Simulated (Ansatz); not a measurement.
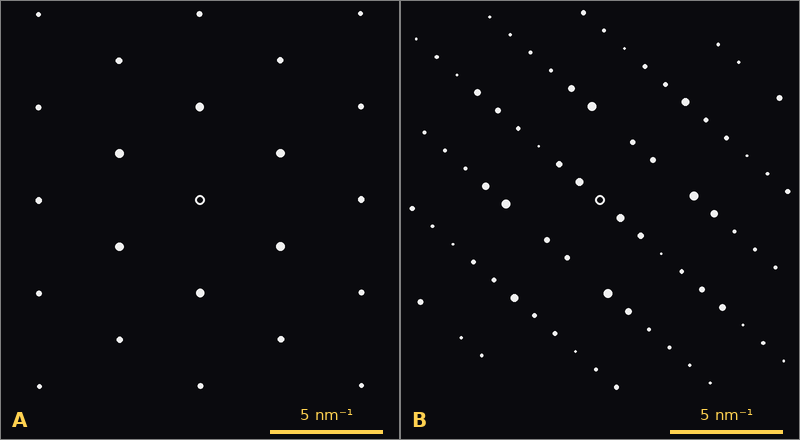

Kinematic electron diffraction patterns (200 kV, B = 0.5 Å², same scale, each along a low-index zone) of two structures of composition MnBr, each relaxed at zero pressure with Ansatz 0.2.0, DFT PBE, scalar-relativistic, plane waves, PAW. Each run keeps the magnetic state that it reached.

The structures (standard cells):
1. Pm-3m (No. 221), a = 3.378 Å, 2 atoms; generated start, possibly hypothetical
2. Cmcm (No. 63), a = 3.418 Å, b = 16.378 Å, c = 3.419 Å, 8 atoms; generated start, possibly hypothetical

### Which pattern belongs to which structure, and along which zone?

A is structure 1 along [111] or an equivalent direction: hexagonal net of -1 1 0 at d = 2.39 Å and -1 0 1 at d = 2.39 Å, 60.0° apart. B is structure 2 along [001]: centred rectangular net of 0 2 0 at d = 8.19 Å and 1 1 0 at d = 3.35 Å, 78.2° apart (some points of this net are extinct or too weak to see).

### Rank the structures by their computed energy.

Structure 2 (Cmcm, 23.92 Å³ an atom) is the lowest of these; structure 1 (Pm-3m, 19.27 Å³ an atom) lies about 380 meV an atom higher. These are static energies at 0 K; other structures, not shown, may lie lower still.
